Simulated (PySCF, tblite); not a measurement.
# C₆H₈SSi: dynamics, then NMR shifts on frames

Aim: move C₆H₈SSi (`[SiH3]Sc1ccccc1`) away from its starting geometry and see how NMR shifts follow the geometry.

The runs use tblite 0.8.0 and PySCF 2.14.0, with density-fitted response routines of our own; the level of theory stands in each step. All values are computed, except where a source is named. Atoms count from 0, in the outputs and in this text.

### Step 1. Starting geometry

16 atoms, charge 0, multiplicity 1; geometry from: GFN2-xTB.

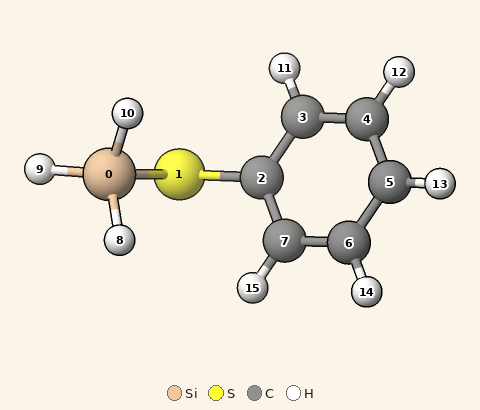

The starting geometry (silicon light orange, sulfur yellow, carbon grey, hydrogen white), atoms numbered.

### Step 2. Thermal motion with GFN2-xTB

What the job is given:

```
{"job": {"kind": "md", "xc": "GFN2-xTB", "basis": "xTB", "temperature": 400, "steps": 2000, "every": 50, "frames": 5}, "charge": 0, "multiplicity": 1}
Si     2.955768    -0.331181     0.085324
S      1.645223    -0.250344    -1.608869
C      0.101847    -0.038569    -0.736105
C     -0.769641    -1.109891    -0.623749
C     -1.971964    -0.946317     0.041372
C     -2.303394     0.281282     0.589882
C     -1.431855     1.350700     0.467176
C     -0.228572     1.194946    -0.197564
H      2.867431     0.936973     0.800470
H      4.252229    -0.555617    -0.526401
H      2.511640    -1.426462     0.939293
H     -0.503651    -2.060778    -1.060115
H     -2.651784    -1.780705     0.130674
H     -3.242618     0.405830     1.108023
H     -1.689457     2.312206     0.886488
H      0.451198     2.026872    -0.307309
```

Level: GFN2-xTB Langevin dynamics, gas phase.

The run is started by

```
> OMP_NUM_THREADS=1 python probes_run.py task.json out
```

This one command runs all jobs of the session in turn.

The log of the run:

```text
t/fs     T/K      E/eV
    0.0   325.3   -596.23640
   25.0   178.1   -595.93256
   50.0   268.3   -595.87176
   75.0   309.4   -595.87844
  100.0   266.4   -595.57818
  125.0   393.3   -595.77992
  150.0   239.2   -595.45645
  175.0   407.1   -595.75392
  200.0   230.2   -595.42062
  225.0   399.9   -595.69267
  250.0   352.4   -595.33383
  275.0   402.8   -595.37270
  300.0   531.5   -595.69542
  325.0   370.3   -595.56314
  350.0   411.6   -595.81584
  375.0   324.4   -595.74019
  400.0   346.0   -595.80117
  425.0   316.1   -595.64817
  450.0   307.9   -595.55274
  475.0   377.5   -595.64645
  500.0   365.1   -595.58363
  525.0   316.8   -595.33221
  550.0   339.5   -595.31713
  575.0   405.9   -595.47262
  600.0   386.1   -595.43700
  625.0   541.4   -595.53310
  650.0   428.7   -595.41553
  675.0   424.0   -595.34973
  700.0   454.5   -595.40727
  725.0   426.0   -595.47655
  750.0   422.4   -595.54554
  775.0   402.7   -595.69426
  800.0   335.2   -595.40118
  825.0   558.5   -595.71748
  850.0   400.9   -595.62013
  875.0   395.8   -595.39505
  900.0   448.5   -595.25144
  925.0   518.0   -595.29269
  950.0   633.9   -595.69119
  975.0   514.8   -595.39944
 1000.0   471.2   -595.45833
```

Run time: 19 s. Hardware: 1 thread of Intel Xeon at 2.80GHz, shared host; peak memory 0.18 GiB.

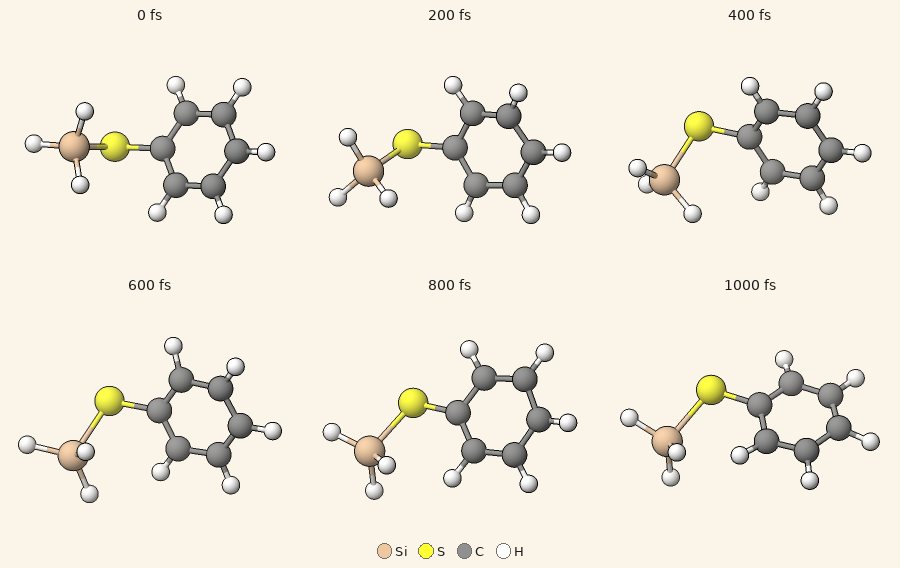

Frames of the run.

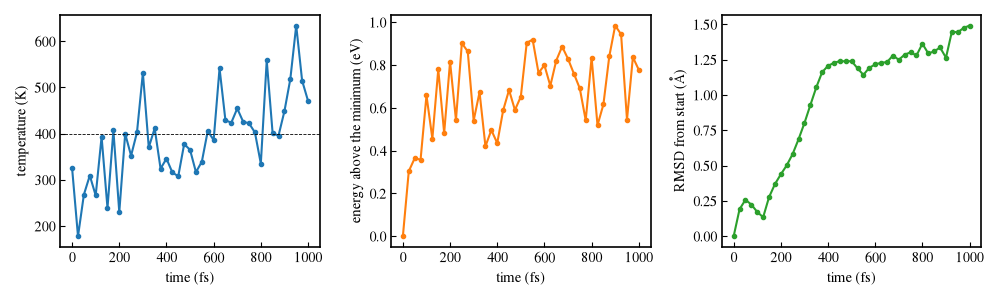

Temperature, potential energy and distance from the start.

Positions (Å) and forces (eV/Å) at 1000 fs:

```xyz
16

Si    2.811    0.735    0.367   -0.790    0.658    0.544
S     1.244   -0.813    0.205    1.890   -0.306   -0.572
C    -0.282   -0.179    0.651    0.474    2.231    0.831
C    -1.369   -0.800    0.126   -0.559    0.489    0.485
C    -2.605   -0.288    0.457   -1.495   -2.080   -1.843
C    -2.787    0.801    1.217   -1.500    2.487    0.843
C    -1.678    1.452    1.707    1.065    1.996    0.599
C    -0.412    1.029    1.392    0.663   -1.643    0.488
H     3.967   -0.133    0.356    0.124    0.048   -0.160
H     2.525    1.146    1.827    0.519    0.025   -1.166
H     2.802    1.882   -0.711   -0.135   -1.171    1.095
H    -1.200   -1.612   -0.522   -0.215   -0.825   -0.480
H    -3.462   -0.789   -0.024    0.244    0.298    0.412
H    -3.775    1.337    1.361    1.017   -1.140   -0.121
H    -1.702    2.444    2.235   -0.462   -1.151   -0.333
H     0.492    1.421    1.892   -0.842    0.083   -0.620
```

### Step 3. Shielding tensors: 250 fs, PBE0/pcSseg-1

What the job is given:

```
{"job": {"kind": "nmr", "xc": "PBE0", "basis": "pcSseg-1", "pop": false}, "charge": 0, "multiplicity": 1}
Si     2.684100     0.285600    -0.148200
S      1.194600    -0.726700    -1.269500
C     -0.339400    -0.386300    -0.515000
C     -1.050300    -1.409800     0.209900
C     -2.220000    -1.134800     0.917900
C     -2.753200     0.111900     0.761800
C     -2.144500     1.067500     0.042200
C     -0.990300     0.769100    -0.682000
H      1.880100     1.019000     0.942400
H      3.338200     1.245700    -0.903600
H      3.692800    -0.513000     0.567500
H     -0.462800    -2.269100     0.432400
H     -2.588900    -1.912300     1.620900
H     -3.513500     0.243700     1.412600
H     -2.581000     2.049000     0.033400
H     -0.593800     1.628300    -1.193600
```

Level: GIAO PBE0/pcSseg-1 NMR shielding, non-relativistic, gas phase.

The log of the run:

```text
coarse grid: 14728 points
cycle   1  E = -920.4258315829  dE =  1.385e+00  |g| = 3.621e-01  |ddm| = 4.027e+00
cycle   2  E = -920.4221336938  dE =  3.698e-03  |g| = 3.916e-01  |ddm| = 9.667e-01
cycle   3  E = -920.4621796160  dE = -4.005e-02  |g| = 5.726e-02  |ddm| = 5.167e-01
cycle   4  E = -920.4626648450  dE = -4.852e-04  |g| = 4.194e-02  |ddm| = 1.199e-01
cycle   5  E = -920.4631513071  dE = -4.865e-04  |g| = 7.811e-03  |ddm| = 6.076e-02
cycle   6  E = -920.4631664956  dE = -1.519e-05  |g| = 2.457e-03  |ddm| = 1.501e-02
cycle   7  E = -920.4631678314  dE = -1.336e-06  |g| = 5.188e-04  |ddm| = 3.123e-03
final grid: 133896 points
cycle   8  E = -920.5121739763  dE = -2.594e-05  |g| = 7.418e-03  |ddm| = 3.633e-02
cycle   9  E = -920.5121675354  dE =  6.441e-06  |g| = 8.878e-03  |ddm| = 2.229e-02
cycle  10  E = -920.5121880905  dE = -2.056e-05  |g| = 5.269e-04  |ddm| = 1.396e-02
cycle  11  E = -920.5121881456  dE = -5.508e-08  |g| = 2.725e-04  |ddm| = 1.078e-03
cycle  12  E = -920.5121881656  dE = -2.000e-08  |g| = 6.457e-05  |ddm| = 3.592e-04
cycle  13  E = -920.5121881668  dE = -1.186e-09  |g| = 1.653e-05  |ddm| = 1.038e-04
cycle  14  E = -920.5121881669  dE = -5.957e-11  |g| = 7.015e-06  |ddm| = 2.530e-05
converged SCF energy = -920.5121881669

GIAO shielding tensors (ppm)
atom      isotropic    diamagn.    paramagn.     s11        s22        s33       span
  0 Si     396.771     879.786    -483.015    341.256    374.519    474.537    133.281
  1 S      651.718    1058.282    -406.564    507.935    520.247    926.972    419.038
  2 C       43.329     259.798    -216.469    -61.050     39.416    151.622    212.673
  3 C       33.906     254.195    -220.289    -76.401     24.087    154.032    230.433
  4 C       45.179     260.154    -214.975    -76.977     45.445    167.067    244.044
  5 C       62.058     253.269    -191.211    -46.354     36.871    195.658    242.013
  6 C       56.132     254.141    -198.009    -53.474     46.702    175.167    228.641
  7 C       49.934     252.463    -202.530    -50.310     35.810    164.301    214.611
  8 H       26.559      29.332      -2.774     22.866     26.442     30.368      7.502
  9 H       27.913      30.460      -2.547     23.376     25.920     34.443     11.066
 10 H       26.857      28.856      -1.999     22.688     24.905     32.977     10.289
 11 H       24.165      33.325      -9.160     20.330     21.836     30.331     10.001
 12 H       23.287      29.976      -6.689     19.866     23.402     26.594      6.728
 13 H       25.438      31.388      -5.950     22.110     25.019     29.184      7.074
 14 H       24.281      30.420      -6.139     20.570     24.951     27.320      6.750
 15 H       24.272      32.649      -8.377     19.818     23.414     29.586      9.768
```

Wall time 27 s (1 thread of Intel Xeon at 2.80GHz, shared host); peak memory 0.93 GiB.

The references, computed at this level on geometries of the same kind, shield at (ppm): ¹H TMS 31.72, ¹³C TMS 186.9, ²⁹Si TMS 349.2, ³³S CS2 504. Their shielding less the atom's gives the shift. The references are single molecules in the gas phase. Each atom is listed at this fixed geometry, with no averaging over motion; a spectrum would average atoms that exchange fast.

```
atoms                        environment  σ (ppm)  δ (ppm)
   C3                        aromatic CH     33.9    153.0
   C2     aromatic carbon bearing sulfur     43.3    143.6
   C4                        aromatic CH     45.2    141.7
   C7                        aromatic CH     49.9    137.0
   C6                        aromatic CH     56.1    130.8
   C5                        aromatic CH     62.1    124.9
  H12         hydrogen on an aromatic CH    23.29     8.43
  H11         hydrogen on an aromatic CH    24.17     7.55
  H15         hydrogen on an aromatic CH    24.27     7.44
  H14         hydrogen on an aromatic CH    24.28     7.44
  H13         hydrogen on an aromatic CH    25.44     6.28
   H8  hydrogen on a silicon bonded to S    26.56     5.16
  H10  hydrogen on a silicon bonded to S    26.86     4.86
   H9  hydrogen on a silicon bonded to S    27.91     3.80
  Si0           silicon bonded to S, 3 H    396.8    -47.6
   S1             sulfur bonded to C, Si      652     -148
```

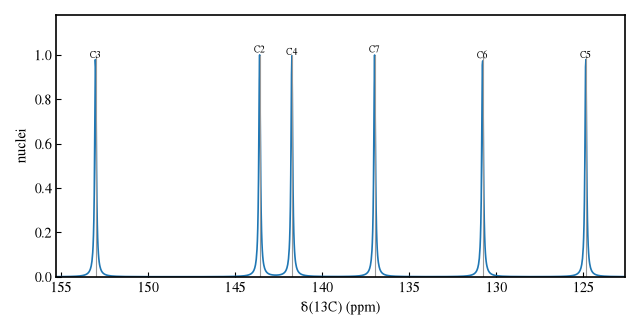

¹³C lines at the computed shifts, without couplings. Lines are broadened to a width of 0.11 ppm (Lorentzian).

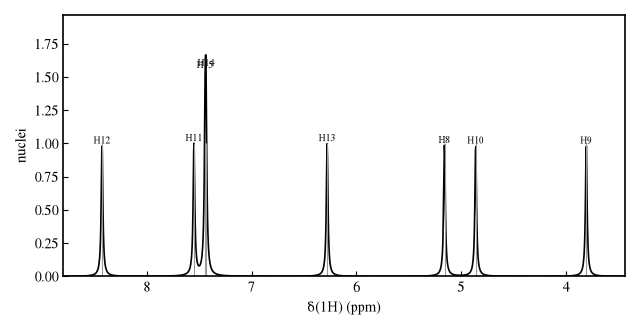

¹H lines at the computed shifts, without couplings. Lines are broadened to a width of 0.02 ppm (Lorentzian).

Ring of atoms C2, C3, C4, C5, C6, C7: NICS(0) -8.2, NICS(1) -10.9, NICS(1)zz -27.6 ppm (means of both faces; NICS(1) differs between them: -12.1 and -9.8).

The two faces differ (NICS(1)zz -25.0 and -30.2 ppm).

### Step 4. Nuclear shieldings: 425 fs, PBE0/pcSseg-1

What the job is given:

```
{"job": {"kind": "nmr", "xc": "PBE0", "basis": "pcSseg-1", "pop": false}, "charge": 0, "multiplicity": 1}
Si     2.149300     0.458400    -0.096300
S      0.780800    -1.187000    -0.515300
C     -0.765000    -0.570900     0.053600
C     -1.403000    -1.446100     0.880300
C     -2.638700    -1.226500     1.450200
C     -3.279900    -0.093700     0.955500
C     -2.757900     0.834200     0.043600
C     -1.458600     0.588100    -0.401000
H      3.121600    -0.115300     0.850300
H      1.114900     1.330900     0.392600
H      2.864700     1.141500    -1.204700
H     -0.755300    -2.274400     1.206000
H     -3.206400    -1.871400     2.161300
H     -4.234900     0.120100     1.345800
H     -3.229100     1.764400    -0.219000
H     -0.977600     1.277800    -1.125500
```

Level: GIAO PBE0/pcSseg-1 NMR shielding, non-relativistic, gas phase.

The log of the run:

```text
coarse grid: 14728 points
cycle   1  E = -920.4392169994  dE =  1.163e+00  |g| = 3.404e-01  |ddm| = 3.981e+00
cycle   2  E = -920.4358090463  dE =  3.408e-03  |g| = 3.718e-01  |ddm| = 9.595e-01
cycle   3  E = -920.4732974792  dE = -3.749e-02  |g| = 4.888e-02  |ddm| = 5.024e-01
cycle   4  E = -920.4735967144  dE = -2.992e-04  |g| = 3.734e-02  |ddm| = 1.016e-01
cycle   5  E = -920.4739792355  dE = -3.825e-04  |g| = 7.708e-03  |ddm| = 4.758e-02
cycle   6  E = -920.4739938939  dE = -1.466e-05  |g| = 2.838e-03  |ddm| = 1.243e-02
cycle   7  E = -920.4739957517  dE = -1.858e-06  |g| = 5.105e-04  |ddm| = 3.211e-03
final grid: 133896 points
cycle   8  E = -920.5231958964  dE = -2.821e-05  |g| = 7.952e-03  |ddm| = 4.319e-02
cycle   9  E = -920.5231866632  dE =  9.233e-06  |g| = 9.823e-03  |ddm| = 2.279e-02
cycle  10  E = -920.5232125612  dE = -2.590e-05  |g| = 5.487e-04  |ddm| = 1.403e-02
cycle  11  E = -920.5232126300  dE = -6.888e-08  |g| = 2.713e-04  |ddm| = 1.070e-03
cycle  12  E = -920.5232126491  dE = -1.904e-08  |g| = 7.341e-05  |ddm| = 3.353e-04
cycle  13  E = -920.5232126505  dE = -1.373e-09  |g| = 2.623e-05  |ddm| = 1.176e-04
cycle  14  E = -920.5232126506  dE = -1.694e-10  |g| = 6.093e-06  |ddm| = 2.853e-05
converged SCF energy = -920.5232126506

GIAO shielding tensors (ppm)
atom      isotropic    diamagn.    paramagn.     s11        s22        s33       span
  0 Si     381.863     879.932    -498.069    324.272    364.522    456.795    132.523
  1 S      587.376    1059.365    -471.989    417.853    488.435    855.840    437.987
  2 C       41.711     259.800    -218.089    -55.250     31.167    149.217    204.467
  3 C       46.386     253.259    -206.873    -50.892     39.602    150.449    201.341
  4 C       54.176     254.901    -200.725    -59.281     50.143    171.667    230.947
  5 C       50.939     250.814    -199.875    -57.316     24.658    185.477    242.793
  6 C       49.570     255.791    -206.221    -68.938     44.739    172.908    241.846
  7 C       40.342     253.041    -212.699    -61.750     23.325    159.450    221.200
  8 H       26.264      29.003      -2.739     21.442     25.255     32.096     10.654
  9 H       26.973      31.520      -4.547     22.776     27.962     30.181      7.405
 10 H       26.598      28.985      -2.388     23.208     24.405     32.179      8.971
 11 H       23.594      31.899      -8.305     17.957     22.640     30.186     12.230
 12 H       23.255      28.199      -4.944     20.019     24.100     25.646      5.628
 13 H       24.882      27.671      -2.789     21.454     25.230     27.962      6.508
 14 H       23.668      30.559      -6.891     20.855     22.988     27.161      6.306
 15 H       23.682      32.067      -8.385     19.811     22.291     28.945      9.133
```

It took 27 s on 1 thread of Intel Xeon at 2.80GHz, shared host; peak memory 0.91 GiB.

In short: δ C7 146.6, C2 145.2, C3 140.5, C6 137.4, H12 8.46, H11 8.12 ppm.

(Part 1 of 2 ends here.)
